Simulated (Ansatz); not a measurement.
**doublet GaH2ClO+: levels of theory compared**

We compute a comparison of 6 runs (UHF/STO-3G, UB3LYP/6-31G*, U-r2SCAN/def2-SVPD, UPBE/def2-SVPD, USVWN5/def2-SVPD, UCCSD(T)/def2-SVPD) of doublet GaH2ClO+. 

Program for the calculation: Ansatz 0.2.0.

37 further runs of the same task are left out: 37 set aside as unsound or not needed. Runs told in other sessions of the task aren't counted.

## 1. The system as given

The species is GaH2ClO+ (5 atoms), meant as a doublet with charge +1. As SMILES of the parent species, `[OH][GaH][Cl]`. The coordinates come from a PBE0-D4/def2-TZVP relaxation. This is one conformer, not always the lowest. That shape belongs to the parent species and isn't relaxed for this state.

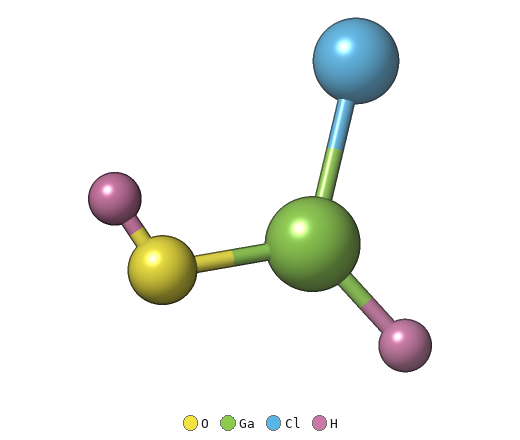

The structure, seen from a chosen angle (oxygen yellow, gallium green, chlorine blue, hydrogen pink).

## 2. A single-point energy at UHF/STO-3G (run 1)

The input, in.yaml:

```yaml
crystal:
  periodic: [false, false, false]
  atoms:
    - {symbol: O, position_ang: [-1.152400, 0.516000, -0.496900]}
    - {symbol: Ga, position_ang: [0.470000, 0.208100, 0.146200]}
    - {symbol: Cl, position_ang: [0.927500, -1.856600, 0.504600]}
    - {symbol: H, position_ang: [-1.672300, -0.281800, -0.622300]}
    - {symbol: H, position_ang: [1.477200, 1.340600, 0.426900]}
basis:
  gaussian: {orbitals: STO-3G}
total_charge: 1
hamiltonian: {xc: hf}
accuracy: high
magnetization: {spin_polarized: true, initial_magnetization: 1}
output: {orbitals: {seedname: orbitals}}
```

The run is started by

```sh
ansatz run in.yaml --threads 1 --pin off --max-ram 2610MiB --events-out events.jsonl --progress --plain --runs-dir runs
```

Output:

```text
Warning: RAYON_NUM_THREADS=1 ignored (pool sized by the plan → 1); use --threads N
Functional definition: HF
  name "HF"
  exchange = exact_x
  correlation = 0
555 factors; integrals over basis functions are off by at most 1.3e-8 eV
mean field evaluation 1: about -66124.5261 eV, gradient 3.5e1 eV
mean field evaluation 2: about -66124.5759 eV, gradient 3.5e1 eV
mean field evaluation 4: about -66133.5726 eV, gradient 4.9e0 eV
mean field evaluation 8: about -66133.8765 eV, gradient 8.0e-2 eV
mean field evaluation 16: about -66133.8956 eV, gradient 2.8e-2 eV
mean field evaluation 32: about -66133.8759 eV, gradient 3.2e-2 eV
mean field evaluation 64: about -66133.7051 eV, gradient 7.7e-2 eV
mean field evaluation 96: about -66133.8864 eV, gradient 6.6e-1 eV
mean field evaluation 128: about -66133.6663 eV, gradient 4.1e-1 eV
mean field evaluation 160: about -66127.9726 eV, gradient 1.2e1 eV
mean field evaluation 192: about -66133.8911 eV, gradient 2.9e-2 eV
mean field -66133.89113646 eV, -2430.3756721036 hartree, gradient 1.6e-8 eV, S^2 0.751054; 3 other end points of the search recorded, 0 dependent functions left out
reference -66133.89113646 eV, -2430.3756721036 hartree; 29, 28 occupied and 5, 6 virtual orbitals, 555 factors
Total energy: -66133.89113646 eV, -2430.3756721036 hartree
```

Run time: 2.1 s. Hardware: 1 thread of Arm Neoverse V2, shared host; peak memory 0.097 GiB.

## 3. A single-point energy at UB3LYP/6-31G(d) (Cartesian functions) (run 2)

The input, input.yaml:

```yaml
crystal:
  periodic: [false, false, false]
  atoms:
    - {symbol: O, position_ang: [-1.152400, 0.516000, -0.496900]}
    - {symbol: Ga, position_ang: [0.470000, 0.208100, 0.146200]}
    - {symbol: Cl, position_ang: [0.927500, -1.856600, 0.504600]}
    - {symbol: H, position_ang: [-1.672300, -0.281800, -0.622300]}
    - {symbol: H, position_ang: [1.477200, 1.340600, 0.426900]}
basis:
  gaussian:
    orbitals: "6-31G*"
total_charge: 1
magnetization:
  spin_polarized: true
  initial_magnetization: 1
hamiltonian:
  xc: {name: B3LYP}
accuracy: high
output: {orbitals: {seedname: orbitals}}
```

The run is started by

```sh
ansatz run input.yaml --threads 1 --pin off --max-ram 2610MiB --events-out events.jsonl --progress --plain --runs-dir runs
```

Output:

```text
Warning: RAYON_NUM_THREADS=1 ignored (pool sized by the plan → 1); use --threads N
Functional definition: B3LYP
  name "B3LYP"
  parameter a0 = 0.2
  parameter ax = 0.72
  parameter ac = 0.81
  exchange = (1 - a0 - ax)*slater_x + ax*b88_x + a0*exact_x
  correlation = (1 - ac)*vwn_rpa_c + ac*lyp_c
1399 factors; integrals over basis functions are off by at most 4.5e-9 eV
mean field evaluation 1: about -66948.6643 eV, gradient 6.3e1 eV
mean field evaluation 2: about -66798.5140 eV, gradient 1.4e2 eV
mean field evaluation 4: about -66958.6807 eV, gradient 2.7e1 eV
mean field evaluation 8: about -66964.7468 eV, gradient 1.3e0 eV
mean field evaluation 16: about -66964.8073 eV, gradient 3.3e-3 eV
mean field evaluation 32: about -66964.8278 eV, gradient 1.5e-2 eV
mean field evaluation 64: about -66964.7542 eV, gradient 1.7e0 eV
mean field -66964.82790412 eV, -2460.9120350859 hartree, gradient 2.5e-8 eV, S^2 0.760182; 12 other end points of the search recorded, 0 dependent functions left out
reference -66964.82794209 eV, -2460.9120364811 hartree; 29, 28 occupied and 44, 45 virtual orbitals, 1399 factors
Total energy: -66964.82794209 eV, -2460.9120364811 hartree
```

It took 41 s on 1 thread of Arm Neoverse V2, shared host; peak memory 0.33 GiB.

Runs 3 to 4 aren't shown in full; the table further down has their settings and results.

## 4. The energy at USVWN5/def2-SVPD (run 5)

The input, run.yaml:

```yaml
crystal:
  periodic: [false, false, false]
  atoms:
    - {symbol: O, position_ang: [-1.152400, 0.516000, -0.496900]}
    - {symbol: Ga, position_ang: [0.470000, 0.208100, 0.146200]}
    - {symbol: Cl, position_ang: [0.927500, -1.856600, 0.504600]}
    - {symbol: H, position_ang: [-1.672300, -0.281800, -0.622300]}
    - {symbol: H, position_ang: [1.477200, 1.340600, 0.426900]}
basis:
  gaussian:
    orbitals: def2-SVPD
output: {orbitals: {seedname: orbitals}}
hamiltonian:
  xc: {name: SVWN5}
magnetization:
  spin_polarized: true
  initial_magnetization: 1
accuracy: high
total_charge: 1
```

The run is started by

```sh
ansatz run run.yaml --threads 1 --pin off --max-ram 2610MiB --events-out events.jsonl --progress --plain --runs-dir runs
```

Output:

```text
Warning: RAYON_NUM_THREADS=1 ignored (pool sized by the plan → 1); use --threads N
Functional definition: SVWN5
  name "SVWN5"
  exchange = slater_x
  correlation = vwn5_c
1965 factors; integrals over basis functions are off by at most 4.1e-9 eV
mean field evaluation 1: about -66801.9543 eV, gradient 7.3e1 eV
mean field evaluation 2: about -66598.1939 eV, gradient 1.6e2 eV
mean field evaluation 4: about -66812.3404 eV, gradient 3.7e1 eV
mean field evaluation 8: about -66819.7885 eV, gradient 1.8e1 eV
mean field evaluation 16: about -66822.1675 eV, gradient 1.2e-2 eV
mean field evaluation 32: about -66821.4806 eV, gradient 3.4e0 eV
mean field evaluation 64: about -66822.0548 eV, gradient 4.3e0 eV
mean field -66822.19046411 eV, -2455.6702058485 hartree, gradient 3.6e-8 eV, S^2 0.752310; 8 other end points of the search recorded, 0 dependent functions left out
reference -66822.19046820 eV, -2455.6702059990 hartree; 29, 28 occupied and 75, 76 virtual orbitals, 1965 factors
Total energy: -66822.19046820 eV, -2455.6702059990 hartree
```

Wall time 18 s (1 thread of Arm Neoverse V2, shared host); peak memory 0.32 GiB.

## 5. A single-point energy at UCCSD(T)/def2-SVPD (run 6)

The input, molecule.yaml:

```yaml
crystal:
  periodic: [false, false, false]
  atoms:
    - symbol: O
      position_ang: [-1.152400, 0.516000, -0.496900]
    - symbol: Ga
      position_ang: [0.470000, 0.208100, 0.146200]
    - symbol: Cl
      position_ang: [0.927500, -1.856600, 0.504600]
    - symbol: H
      position_ang: [-1.672300, -0.281800, -0.622300]
    - symbol: H
      position_ang: [1.477200, 1.340600, 0.426900]
basis:
  gaussian:
    orbitals: def2-SVPD
total_charge: 1
magnetization:
  spin_polarized: true
  initial_magnetization: 1
correlation:
  method: ccsd_t
  frozen_orbitals: {Cl: 5, Ga: 9, H: 0, O: 1}
accuracy: high
scf:
  omitted_lower_state_checks: [cluster_reference, increment]
```

The run is started by

```sh
ansatz run molecule.yaml --threads 1 --pin off --max-ram 2610MiB --events-out events.jsonl --progress --plain --runs-dir runs
```

Output:

```text
Warning: RAYON_NUM_THREADS=1 ignored (pool sized by the plan → 1); use --threads N
[... 18 lines left out ...]
15 core orbitals not correlated: weight in the atoms' cores, before any rotation towards them, 1.000 or more for the frozen orbitals, at most 0.000 for the correlated occupied ones
[... 49 lines left out ...]
Total energy: -66901.33207564 eV, -2458.5786064282 hartree
Checks for a lower state left out: cluster_reference, increment
```

Run time: 4.7 min. Hardware: 1 thread of Arm Neoverse V2, shared host; peak memory 1.4 GiB.

## 6. Overview of the runs

```csv
run,level,Cartesian functions,frozen core orbitals,energy (Eh),HOMO energy (eV),LUMO energy (eV),⟨S²⟩,wall time
1,UHF/STO-3G,no,–,-2430.375672,-17.63,-4.79,0.751,2.1 s
2,UB3LYP/6-31G* (Cartesian functions),yes,–,-2460.912036,-15.22,-13.76,0.760,41 s
3,U-r2SCAN/def2-SVPD,no,–,-2460.643261,-14.64,-14.33,0.758,1.7 min
4,UPBE/def2-SVPD,no,–,-2460.161476,-14.33,-14.26,0.754,50 s
5,USVWN5/def2-SVPD,no,–,-2455.670206,-14.45,–,0.752,18 s
6,UCCSD(T)/def2-SVPD,no,15,-2458.578606,–,–,0.757,4.7 min
```

## 7. Outcome

```
                                           quantity           value
                                run 6: total energy  -2458.57861 Eh
run 6: correlation energy (15 core orbitals frozen)      -538.5 mEh
                              run 6: (T) correction      -16.96 mEh
           run 6: ⟨S²⟩ of the reference determinant           0.757
                               run 6: T1 diagnostic           0.046
```

**Reading.** Totals of different functionals can't be ranked against each other. In run 1 the basis is minimal, so the values are rough. All runs together took 8.3 min, the longest 4.7 min.
